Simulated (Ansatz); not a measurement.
# Sn wire along [111], 14 atoms a period, H-terminated: bands by functional and under strain, part 3 of 3

Aim: is the Sn wire along [111], 14 atoms a period, H-terminated a metal or a semiconductor?

Ansatz 0.2.0; DFT PBE, plane waves, PAW; relaxation of a wire's period; PAW set soft_1 (the session's first sound run).

So far, band gap (eV): step 3 (bands of the perfect wire, PBE) 2.27; step 4 (another level of theory, cutoff 500 eV, k-mesh 1×1×6, r2SCAN PBE) 2.61; step 5 (another level of theory, level HSE06, cutoff 420 eV, HSE06 PBE) 2.99.

## 6. At a strained period, period over the relaxed period 1.1, k-mesh 1×1×5

This step: DFT PBE, plane waves, PAW; relaxation at a fixed period; PAW set soft_1 (Ansatz 0.2.0).

The period is set to 1.1 times the relaxed one and the atoms relax within it: strain changes bond lengths and angles, which shifts the bands against each other. Against the first PBE run of this kind, the mesh along the wire has 5 points against 7.

The cell differs from the one that the last finished run ended in (c 11.512 → 12.663 Å).

input.yaml

```yaml
crystal:
  lattice:
    - [14.36, 0.0, 0.0]
    - [0.0, 15.53, 0.0]
    - [0.0, 0.0, 12.6628517798]
  atoms:
    - { symbol: Sn, position: [0.5, 0.49997634, 0.000986434] }
    - { symbol: Sn, position: [0.5, 0.499993648, 0.249013566] }
    - { symbol: H, position: [0.240545431, 0.464776547, 0.284621088] }
    - { symbol: H, position: [0.337323671, 0.309815411, 0.284598876] }
    - { symbol: H, position: [0.403231906, 0.725359358, 0.28457802] }
    - { symbol: H, position: [0.596768094, 0.725359358, 0.28457802] }
    - { symbol: H, position: [0.662676329, 0.309815411, 0.284598876] }
    - { symbol: H, position: [0.759454569, 0.464776547, 0.284621088] }
    - { symbol: Sn, position: [0.340150413, 0.41464182, 0.335972675] }
    - { symbol: Sn, position: [0.5, 0.67068565, 0.335948238] }
    - { symbol: Sn, position: [0.659849587, 0.41464182, 0.335972675] }
    - { symbol: Sn, position: [0.340064096, 0.414582017, 0.58205802] }
    - { symbol: Sn, position: [0.5, 0.670823189, 0.582032787] }
    - { symbol: Sn, position: [0.659935904, 0.414582017, 0.58205802] }
    - { symbol: H, position: [0.241178924, 0.638136185, 0.617570585] }
    - { symbol: H, position: [0.5, 0.223590996, 0.617569378] }
    - { symbol: H, position: [0.758821076, 0.638136185, 0.617570585] }
    - { symbol: H, position: [0.241178924, 0.361833803, 0.632429415] }
    - { symbol: H, position: [0.5, 0.776378991, 0.632430622] }
    - { symbol: H, position: [0.758821076, 0.361833803, 0.632429415] }
    - { symbol: Sn, position: [0.340064096, 0.585387971, 0.66794198] }
    - { symbol: Sn, position: [0.5, 0.329146799, 0.667967213] }
    - { symbol: Sn, position: [0.659935904, 0.585387971, 0.66794198] }
    - { symbol: Sn, position: [0.340150413, 0.585328168, 0.914027325] }
    - { symbol: Sn, position: [0.5, 0.329284337, 0.914051762] }
    - { symbol: Sn, position: [0.659849587, 0.585328168, 0.914027325] }
    - { symbol: H, position: [0.240545431, 0.53519344, 0.965378912] }
    - { symbol: H, position: [0.337323671, 0.690154577, 0.965401124] }
    - { symbol: H, position: [0.403231906, 0.274610629, 0.96542198] }
    - { symbol: H, position: [0.596768094, 0.274610629, 0.96542198] }
    - { symbol: H, position: [0.662676329, 0.690154577, 0.965401124] }
    - { symbol: H, position: [0.759454569, 0.53519344, 0.965378912] }
kpoints:
  mp_grid: { grid: [1, 1, 5] }
  band_path: { path: ["Γ", Z], npoints: 90 }
scf:
  occupations: { method: fermi_dirac, width: 0.05 }
hamiltonian:
  xc: pbe
  pseudopotentials: { kind: paw, azcp: { folder: soft_1 } }
relax:
  max_steps: 40
  f_tol: 0.02
output:
  stress: true
```

Command:

```sh
$ ansatz run input.yaml --threads 4 --pin off --max-ram 16384MiB --backend cpu --events-out ev --progress --plain --runs-dir out
```

Numbers of over 12 decimals in the logs are rounded to 6 here.

The log of the run:

```text
Warning: output.stress: scf.convergence.dr2_threshold = 1e-7 eV (the SCF's general default) is looser than the 3.2e-9 eV advised for a printed stress (1e-10 eV for each atom of the cell: 32). What an SCF threshold leaves in a stress goes as its square root, and in the free energy as the threshold itself, and one threshold admits the most on a small cell: [figures from the program's tests cut] Every solve of this run  [...]
[...]
Crystal: 32 atoms, lattice volume = 2823.953 Å³
Basis set: ecut = 420 eV, 55147 PW (Γ), exchange–correlation on 192×216×180 points (8 copies of the dense FFT grid, shifted against one another)
Bands: 139, of which v1, the nominal top of the filled ones, is band 107 counted from 1 (106 counted from 0)
Symmetry: 4 space group operations
[...]
k-points: 3 of 5
[...]
SCF iter   1: F=—  HF=-84622.079830 eV  |F-HF|=—  |Δ(HF+E_count)|=         —  Δρ=2.41e-2  dr2=1.74e1  ethr=3.10e-3  ⟨swp⟩=7.3  Hψ=1986  notcnv=0  defer=30
[...]
SCF iter   8: F=-84616.844302 eV  HF=-84616.844296 eV  |F-HF|=6.76e-6  |Δ(HF+E_count)|=   5.21e-5  Δρ=1.15e-5  dr2=4.03e-6  ethr=4.67e-9  ⟨swp⟩=4.0  Hψ=1562  notcnv=0
SCF 1 converged in 8 iterations: F = -84616.844302 eV  dr2 = 4.03e-6
[...]
relax step   1: F+E_penalty+E_count = -84616.84430244 eV  Δ(F+E_penalty+E_count) = +0.000e0 eV  max|allowed force component| = 4.360e-1 eV/Å  Δτ_max = 0.0000 Å  (8 SCF iters, dr2 threshold 1.00e-5 eV, accepted)
[...]
SCF iter   7: F=-84616.634093 eV  HF=-84616.634094 eV  |F-HF|=8.75e-7  |Δ(HF+E_count)|=   2.56e-6  Δρ=5.39e-6  dr2=2.46e-6  ethr=5.55e-9  ⟨swp⟩=5.0  Hψ=1224  notcnv=0
SCF 2 converged in 7 iterations: F = -84616.634093 eV  dr2 = 2.46e-6
[...]
relax step   2: F+E_penalty+E_count = -84616.63409338 eV  Δ(F+E_penalty+E_count) = +2.102e-1 eV  max|allowed force component| = 1.820e0 eV/Å  Δτ_max = 0.1947 Å  (7 SCF iters, dr2 threshold 1.19e-5 eV, rejected (line search))
SCF iter   1: F=—  HF=-84617.337007 eV  |F-HF|=—  |Δ(HF+E_count)|=         —  Δρ=3.83e-3  dr2=3.03e-1  ethr=1.26e-3  ⟨swp⟩=5.0  Hψ=1246  notcnv=0  defer=39
[...]
SCF iter   8: F=-84617.289520 eV  HF=-84617.289520 eV  |F-HF|=6.74e-9  |Δ(HF+E_count)|=   2.63e-7  Δρ=8.51e-7  dr2=5.50e-8  ethr=4.67e-11  ⟨swp⟩=5.0  Hψ=1457  notcnv=0
SCF 3 converged in 8 iterations: F = -84617.289520 eV  dr2 = 5.50e-8
relax step   3: F+E_penalty+E_count = -84617.28951977 eV  Δ(F+E_penalty+E_count) = -4.452e-1 eV  max|allowed force component| = 2.052e-1 eV/Å  Δτ_max = 0.0948 Å  (8 SCF iters, accepted)
[...]
relax step   4: F+E_penalty+E_count = -84617.52957681 eV  Δ(F+E_penalty+E_count) = -2.401e-1 eV  max|allowed force component| = 1.711e-1 eV/Å  Δτ_max = 0.1000 Å  (7 SCF iters, dr2 threshold 2.63e-6 eV, accepted)
[...]
relax step   5: F+E_penalty+E_count = -84617.73261929 eV  Δ(F+E_penalty+E_count) = -2.030e-1 eV  max|allowed force component| = 4.469e-2 eV/Å  Δτ_max = 0.1500 Å  (7 SCF iters, dr2 threshold 6.48e-6 eV, accepted)
[...]
relax step   6: F+E_penalty+E_count = -84617.74377232 eV  Δ(F+E_penalty+E_count) = -1.115e-2 eV  max|allowed force component| = 3.117e-2 eV/Å  Δτ_max = 0.0604 Å  (7 SCF iters, accepted)
SCF iter   1: F=—  HF=-84617.744595 eV  |F-HF|=—  |Δ(HF+E_count)|=         —  Δρ=1.84e-4  dr2=7.96e-4  ethr=3.12e-6  ⟨swp⟩=2.0  Hψ=634  notcnv=0  defer=77
[...]
SCF iter   6: F=-84617.744495 eV  HF=-84617.744495 eV  |F-HF|=3.52e-9  |Δ(HF+E_count)|=   4.45e-8  Δρ=4.51e-7  dr2=5.83e-9  ethr=4.67e-11  ⟨swp⟩=4.7  Hψ=1185  notcnv=0
SCF 7 converged in 6 iterations: F = -84617.744495 eV  dr2 = 5.83e-9
relax step   7: F+E_penalty+E_count = -84617.74449523 eV  Δ(F+E_penalty+E_count) = -7.229e-4 eV  max|allowed force component| = 4.723e-3 eV/Å  Δτ_max = 0.0055 Å  (6 SCF iters, accepted)
[...]
the band table was solved once a step of the walk had ended and its energy, with any forces and stress, was formed, with the checks that follow a solve (2650 applications of the Hamiltonian). They found nothing against the state; the energy, forces and stress were not computed again (output.eigenvalues in the input reference)
[...]
SCF converged after 6 iterations
Free energy (F): -84617.744495 eV
[...]
Internal energy: -84617.744495 eV  (E = F + TS)
E sigma→0 (E₀):  -84617.744495 eV
Entropy (-TS):   -0.000000 eV (-0.000 meV/atom)
Fermi energy:    -2.682120 eV
[...]
--- Forces (eV/Å), atoms counted from 1 ---
  atom   1  Sn     0.00000000    -0.00000480     0.00472297
  atom   2  Sn     0.00000000     0.00000480    -0.00472297
  atom   3  H      0.00067687    -0.00057521    -0.00031901
  atom   4  H     -0.00017409     0.00087214    -0.00030680
  atom   5  H      0.00084278    -0.00028830    -0.00031238
  atom   6  H     -0.00084278    -0.00028830    -0.00031238
  atom   7  H      0.00017409     0.00087214    -0.00030680
  atom   8  H     -0.00067687    -0.00057521    -0.00031901
  atom   9  Sn     0.00095937     0.00055075     0.00057156
  atom  10  Sn     0.00000000    -0.00112227     0.00058497
  atom  11  Sn    -0.00095937     0.00055075     0.00057156
  atom  12  Sn    -0.00099175    -0.00056257     0.00178022
  atom  13  Sn     0.00000000     0.00112965     0.00180222
  atom  14  Sn     0.00099175    -0.00056257     0.00178022
  atom  15  H      0.00060372    -0.00034531     0.00095135
  atom  16  H      0.00000000     0.00069648     0.00096490
  atom  17  H     -0.00060372    -0.00034531     0.00095135
  atom  18  H      0.00060372     0.00034531    -0.00095135
  atom  19  H      0.00000000    -0.00069648    -0.00096490
  atom  20  H     -0.00060372     0.00034531    -0.00095135
  atom  21  Sn    -0.00099175     0.00056257    -0.00178022
  atom  22  Sn     0.00000000    -0.00112965    -0.00180222
  atom  23  Sn     0.00099175     0.00056257    -0.00178022
  atom  24  Sn     0.00095937    -0.00055075    -0.00057156
  atom  25  Sn     0.00000000     0.00112227    -0.00058497
  atom  26  Sn    -0.00095937    -0.00055075    -0.00057156
  atom  27  H      0.00067687     0.00057521     0.00031901
  atom  28  H     -0.00017409    -0.00087214     0.00030680
  atom  29  H      0.00084278     0.00028830     0.00031238
  atom  30  H     -0.00084278     0.00028830     0.00031238
  atom  31  H      0.00017409    -0.00087214     0.00030680
  atom  32  H     -0.00067687     0.00057521     0.00031901
  max |Σ_I F_I| component: 9.76e-19 eV/Å
--- Stress (GPa, compression-positive) ---
        0.000735      -0.000000      -0.000000
       -0.000000      -0.001436      -0.000019
       -0.000000      -0.000019      -0.560381
  P = ⅓ Tr σ = -0.1870 GPa (-1.870 kbar)
--- Band table (eV) ---
  k-point 0: bands = [... 103 lower, -4.0258, -4.0252, -3.7997, -3.4158, -1.9470, -0.5384, -0.5366, -0.4524, ... 28 higher]
  k-point 1: bands = [... 103 lower, -3.9348, -3.9344, -3.7989, -3.6334, -1.7697, -0.7219, -0.7191, -0.3177, ... 28 higher]
  k-point 2: bands = [... 103 lower, -4.0751, -3.8539, -3.8536, -3.7976, -1.4923, -0.8445, -0.8417, -0.5073, ... 28 higher]
--- Relaxed structure (7 steps of the walk, 6 accepted, 0 SCFs on fresh bases) ---
  F+E_penalty+E_count = -84617.74449523 eV   max|allowed force component| = 4.723e-3 eV/Å
  atoms:
    - { symbol: Sn, position: [0.5, 0.499981, 0.00346536] }
    - { symbol: Sn, position: [0.5, 0.499989, 0.246535] }
    - { symbol: H, position: [0.242089, 0.465189, 0.311638] }
    - { symbol: H, position: [0.338485, 0.310838, 0.311614] }
    - { symbol: H, position: [0.403618, 0.723918, 0.311593] }
    - { symbol: H, position: [0.596382, 0.723918, 0.311593] }
    - { symbol: H, position: [0.661515, 0.310838, 0.311614] }
    - { symbol: H, position: [0.757911, 0.465189, 0.311638] }
    - { symbol: Sn, position: [0.346174, 0.417854, 0.350147] }
    - { symbol: Sn, position: [0.5, 0.664250, 0.350127] }
    - { symbol: Sn, position: [0.653826, 0.417854, 0.350147] }
    - { symbol: Sn, position: [0.344704, 0.417064, 0.578036] }
    - { symbol: Sn, position: [0.5, 0.665847, 0.578018] }
    - { symbol: Sn, position: [0.655296, 0.417064, 0.578036] }
    - { symbol: H, position: [0.242771, 0.637276, 0.639020] }
    - { symbol: H, position: [0.5, 0.225312, 0.639018] }
    - { symbol: H, position: [0.757229, 0.637276, 0.639020] }
    - { symbol: H, position: [0.242771, 0.362694, 0.610980] }
    - { symbol: H, position: [0.5, 0.774658, 0.610982] }
    - { symbol: H, position: [0.757229, 0.362694, 0.610980] }
    - { symbol: Sn, position: [0.344704, 0.582906, 0.671964] }
    - { symbol: Sn, position: [0.5, 0.334123, 0.671982] }
    - { symbol: Sn, position: [0.655296, 0.582906, 0.671964] }
    - { symbol: Sn, position: [0.346174, 0.582116, 0.899853] }
    - { symbol: Sn, position: [0.5, 0.335720, 0.899873] }
    - { symbol: Sn, position: [0.653826, 0.582116, 0.899853] }
    - { symbol: H, position: [0.242089, 0.534781, 0.938362] }
    - { symbol: H, position: [0.338485, 0.689132, 0.938386] }
    - { symbol: H, position: [0.403618, 0.276052, 0.938407] }
    - { symbol: H, position: [0.596382, 0.276052, 0.938407] }
    - { symbol: H, position: [0.661515, 0.689132, 0.938386] }
    - { symbol: H, position: [0.757911, 0.534781, 0.938362] }
```

Run time: 7.4 min. Hardware: 4 threads of Arm Neoverse V2, shared host; peak memory 9.6 GiB.

The steps of the relaxation:

| step | energy less that of the first step (eV) | largest force component (eV/Å) |
| --- | --- | --- |
| 1 | 0.0000 | 0.4360 |
| 2 | 0.2102 | 1.8200 |
| 3 | -0.4452 | 0.2052 |
| 4 | -0.6853 | 0.1711 |
| 5 | -0.8883 | 0.0447 |
| 6 | -0.8995 | 0.0312 |
| 7 | -0.9002 | 0.0047 |

Relaxation step 2 was tried and not accepted.

The run keeps the 4 symmetry operations that it works with, so distortions that break them were not tested.

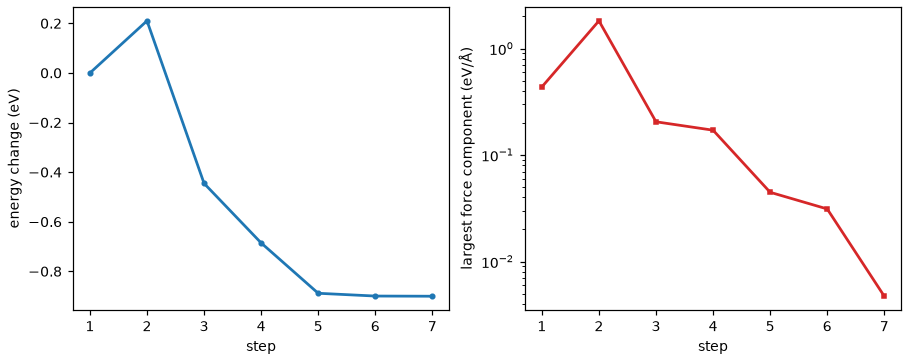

Energy and largest force along the relaxation.

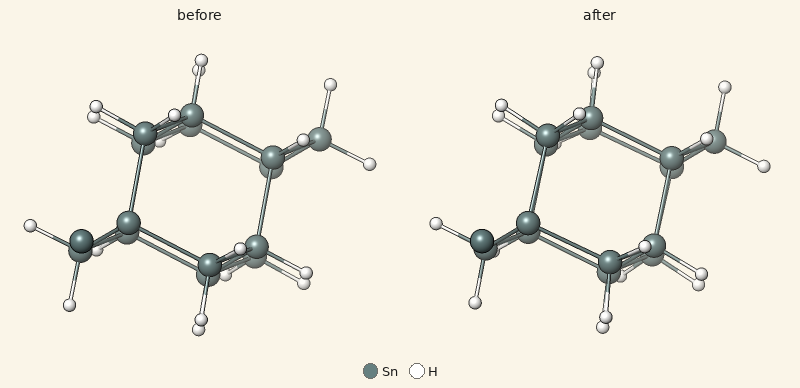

The structure before and after the relaxation, drawn at the same scale. Bonds to atoms that aren't drawn are left out.

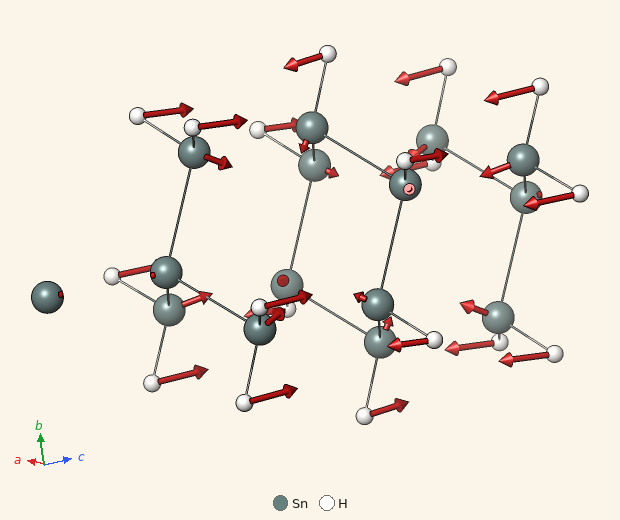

Displacements in the relaxation, exaggerated; the longest in the cell stands for 0.34 Å. Bonds to atoms that aren't drawn are left out. Some periodic images of atoms are drawn too.

The atoms that moved most (Å):

```csv
atom,dx,dy,dz,length
H3,0.022,0.006,0.342,0.343
H8,-0.022,0.006,0.342,0.343
H27,0.022,-0.006,-0.342,0.343
H32,-0.022,-0.006,-0.342,0.343
H29,0.006,0.022,-0.342,0.343
H30,-0.006,0.022,-0.342,0.343
H5,0.006,-0.022,0.342,0.343
H6,-0.006,-0.022,0.342,0.343
```

The relaxed structure:

```xyz
32
Lattice="14.3600 0.0000 0.0000 0.0000 15.5300 0.0000 0.0000 0.0000 12.6629" Properties=species:S:1:pos:R:3
Sn    7.1800    7.7647    0.0439
Sn    7.1800    7.7648    3.1218
H     3.4764    7.2244    3.9462
H     4.8606    4.8273    3.9459
H     5.7960   11.2425    3.9457
H     8.5640   11.2425    3.9457
H     9.4994    4.8273    3.9459
H    10.8836    7.2244    3.9462
Sn    4.9711    6.4893    4.4339
Sn    7.1800   10.3158    4.4336
Sn    9.3889    6.4893    4.4339
Sn    4.9500    6.4770    7.3196
Sn    7.1800   10.3406    7.3194
Sn    9.4100    6.4770    7.3196
H     3.4862    9.8969    8.0918
H     7.1800    3.4991    8.0918
H    10.8738    9.8969    8.0918
H     3.4862    5.6326    7.7368
H     7.1800   12.0304    7.7368
H    10.8738    5.6326    7.7368
Sn    4.9500    9.0525    8.5090
Sn    7.1800    5.1889    8.5092
Sn    9.4100    9.0525    8.5090
Sn    4.9711    9.0403   11.3947
Sn    7.1800    5.2137   11.3950
Sn    9.3889    9.0403   11.3947
H     3.4764    8.3052   11.8823
H     4.8606   10.7022   11.8826
H     5.7960    4.2871   11.8829
H     8.5640    4.2871   11.8829
H     9.4994   10.7022   11.8826
H    10.8836    8.3052   11.8823
```

This step gave:

```yaml
band_gap: 1.469 eV
```

Electronic bands along the path, in eV, zero at the Fermi level; v1 is the highest filled band, c1 the lowest empty one:

```csv
point,v4,v3,v2,v1,c1,c2,c3,c4
Γ,-1.34,-1.34,-1.12,-0.73,0.74,2.14,2.15,2.23
Z,-1.43,-1.16,-1.16,-1.12,1.24,1.82,1.82,2.14
```

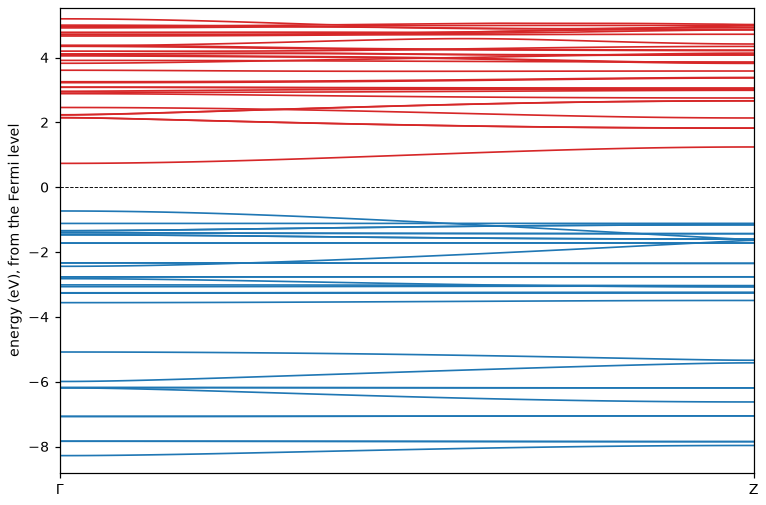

Electronic bands along the path; lines of filled and empty bands in two colours.

The gap is 1.47 eV, against 2.27 eV under PBE at the relaxed period.

## 7. Strain along the wire, period over the relaxed period 0.97, k-mesh 1×1×6

The period is set to 0.97 times the relaxed one and the atoms relax within it: strain changes bond lengths and angles, which shifts the bands against each other. Against the first PBE run of this kind, the mesh along the wire has 6 points against 7.

The cell differs from the one that the last finished run ended in (c 12.663 → 11.166 Å).

Edit input.yaml of step 6 so:

```diff
@@ -4,3 +4,3 @@
     - [0.0, 15.53, 0.0]
-    - [0.0, 0.0, 12.6628517798]
+    - [0.0, 0.0, 11.1663329331]
   atoms:
@@ -39,3 +39,3 @@
 kpoints:
-  mp_grid: { grid: [1, 1, 5] }
+  mp_grid: { grid: [1, 1, 6] }
   band_path: { path: ["Γ", Z], npoints: 90 }
```

The log of the run:

```text
[...]
Crystal: 32 atoms, lattice volume = 2490.213 Å³
Basis set: ecut = 420 eV, 48653 PW (Γ), exchange–correlation on 192×216×150 points (8 copies of the dense FFT grid, shifted against one another)
Bands: 139, of which v1, the nominal top of the filled ones, is band 107 counted from 1 (106 counted from 0)
Symmetry: 4 space group operations
[...]
- { symbol: Sn, position: [0.338326, 0.586306, 0.918453] }
    - { symbol: Sn, position: [0.5, 0.327323, 0.918489] }
    - { symbol: Sn, position: [0.661674, 0.586306, 0.918453] }
[...]
- { symbol: H, position: [0.403076, 0.274513, 0.974296] }
    - { symbol: H, position: [0.596924, 0.274513, 0.974296] }
    - { symbol: H, position: [0.662667, 0.690327, 0.974258] }
    - { symbol: H, position: [0.759619, 0.535121, 0.974231] }
[key lines of the parts left out:]
SCF converged after 5 iterations
Free energy (F): -84618.154922 eV
Fermi energy:    -1.711133 eV
P = ⅓ Tr σ = 0.0596 GPa (0.596 kbar)
```

The job ended after 6.1 min (4 threads; peak memory 10 GiB).

The steps of the relaxation:

```csv
step,energy less that of the first step (eV),largest force component (eV/Å)
1,0.0000,0.3821
2,0.2848,0.8249
3,-0.1297,0.1154
4,-0.1358,0.0330
5,-0.1365,0.0033
```

Relaxation step 2 was tried and not accepted.

Forces are held to the 4 operations that the run works with; a distortion that breaks them can't arise in this run.

The atoms that moved most (Å):

```csv
atom,dx,dy,dz,length
H6,0.002,0.002,-0.099,0.099
H5,-0.002,0.002,-0.099,0.099
H30,0.002,-0.002,0.099,0.099
H29,-0.002,-0.002,0.099,0.099
H4,0.000,-0.003,-0.099,0.099
H7,0.000,-0.003,-0.099,0.099
H28,0.000,0.003,0.099,0.099
H31,0.000,0.003,0.099,0.099
```

The relaxed structure:

```xyz
32
Lattice="14.3600 0.0000 0.0000 0.0000 15.5300 0.0000 0.0000 0.0000 11.1663" Properties=species:S:1:pos:R:3
Sn    7.1800    7.7645   -0.0152
Sn    7.1800    7.7650    2.8068
H     3.4519    7.2191    3.0793
H     4.8441    4.8088    3.0790
H     5.7882   11.2663    3.0786
H     8.5718   11.2663    3.0786
H     9.5159    4.8088    3.0790
H    10.9081    7.2191    3.0793
Sn    4.8584    6.4242    3.7022
Sn    7.1800   10.4462    3.7018
Sn    9.5016    6.4242    3.7022
Sn    4.8619    6.4261    6.5203
Sn    7.1800   10.4424    6.5199
Sn    9.4981    6.4261    6.5203
H     3.4590    9.9125    6.8058
H     7.1800    3.4677    6.8058
H    10.9010    9.9125    6.8058
H     3.4590    5.6170    7.1521
H     7.1800   12.0619    7.1521
H    10.9010    5.6170    7.1521
Sn    4.8619    9.1034    7.4376
Sn    7.1800    5.0871    7.4380
Sn    9.4981    9.1034    7.4376
Sn    4.8584    9.1053   10.2557
Sn    7.1800    5.0833   10.2561
Sn    9.5016    9.1053   10.2557
H     3.4519    8.3104   10.8786
H     4.8441   10.7208   10.8789
H     5.7882    4.2632   10.8793
H     8.5718    4.2632   10.8793
H     9.5159   10.7208   10.8789
H    10.9081    8.3104   10.8786
```

Numbers from this step:

```
band gap : 2.444 eV
```

The gap is 2.44 eV, against 2.27 eV under PBE at the relaxed period.

## 8. Outcome

| Item | Value |
| --- | --- |
| cell length, PBE | 11.51 Å |
| gap, PBE | 2.27 eV |
| gap, r2SCAN | 2.61 eV |
| gap, HSE06 | 2.99 eV |
| gap, period scaled by 1.1 | 1.47 eV |
| gap, period scaled by 0.97 | 2.44 eV |

**Reading.** Under PBE the cell's length is 11.51 Å, and a gap of 2.27 eV makes it a semiconductor. At the relaxed period the wire is gapped under every functional, from 2.27 eV (PBE) to 2.99 eV (HSE06). Weak screening in one dimension makes quasiparticle gaps larger than the semilocal gaps, as a rule. Strain matters: under PBE the gap goes from 2.27 eV to 2.44 eV at 0.97 times the period and 1.47 eV at 1.1 times the period. A hybrid's gap is read on a coarse mesh, without a band path.

[Logs are printed without paths, hosts, clocks, repeated set-up lines and the standing remarks that a program may print on its own settings, such as how far it seeks lower states.]

[Hosts, paths, dates, database ids (printed as entryN), source tags and the programs' standing remarks are cut or masked in the printed files.]
